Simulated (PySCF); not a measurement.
SMILES [F][InH][F] at its B3LYP/def2-SVP optimised geometry (Å):

```
4

In    -0.2706    -0.0003     0.0000
H      1.4271    -0.0003     0.0000
F     -1.4262     1.5788     0.0000
F     -1.4271    -1.5788     0.0014
```

Computed with B3LYP/def2-TZVP, def2 effective core potentials past Kr (PySCF). The core electrons that the potentials of In replace are not part of the density. Cells within 0.4 Å of a nucleus heavier than hydrogen are left out (blank, or x).

Map of the deformation density (molecule minus spherical neutral atoms) (e/bohr³) on the plane z = 0.0 Å:

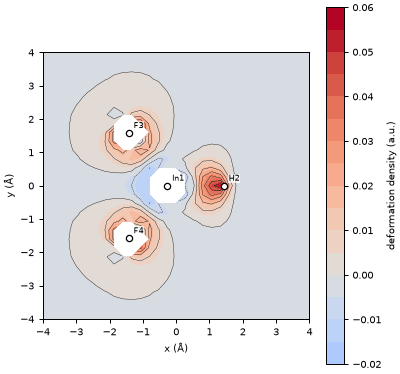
Fig. 1. Deformation density (molecule minus spherical neutral atoms) (e/bohr³) on the plane z = 0.0 Å.
